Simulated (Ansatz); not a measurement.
```yaml
atoms:
  - { symbol: B, position_ang: [-0.9914, -1.5397, -0.5689] }
  - { symbol: N, position_ang: [-0.3359, -0.5183, -0.1943] }
  - { symbol: In, position_ang: [0.7336, 1.1388, 0.4215] }
  - { symbol: H, position_ang: [-1.6079, -2.4965, -0.9240] }
  - { symbol: H, position_ang: [1.4220, 2.0611, -0.8762] }
  - { symbol: H, position_ang: [0.7795, 1.3546, 2.1419] }
```

Core potentials replace the inner electrons of In.

Theory: RKS revPBE-D4/def2-SVP (Ansatz).

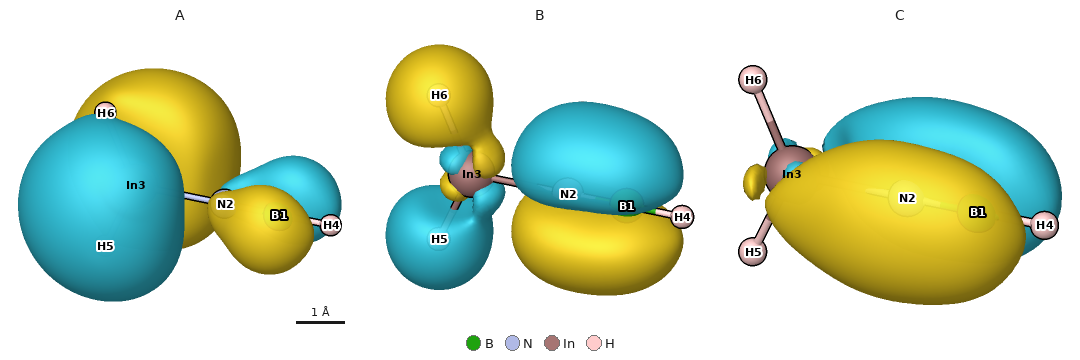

BH3InN. Three frontier orbitals at ±0.06 Å⁻³ᐟ² (yellow and cyan are the two phases), in no order.

**Order the three orbitals by energy and name them.**

C is the HOMO−1 (−6.61 eV). Its weight (Hirshfeld) is mainly on N2 (about 60 %), B1 (about 30 %) and In3 (about 10 %); it changes sign across the molecular plane (π type); π-bonding across B1–N2. B is the HOMO (−6.24 eV). It lies mainly on N2 (about 50 %), B1 (about 25 %) and In3 (about 10 %); it is symmetric in the molecular plane (an in-plane orbital: σ, lone-pair or in-plane π type). A is the LUMO (−2.34 eV). It lies mainly on In3 (about 80 %) and B1 (about 10 %); it changes sign across the molecular plane (π type).

**What is the HOMO–LUMO gap?**

3.90 eV between the orbital energies.
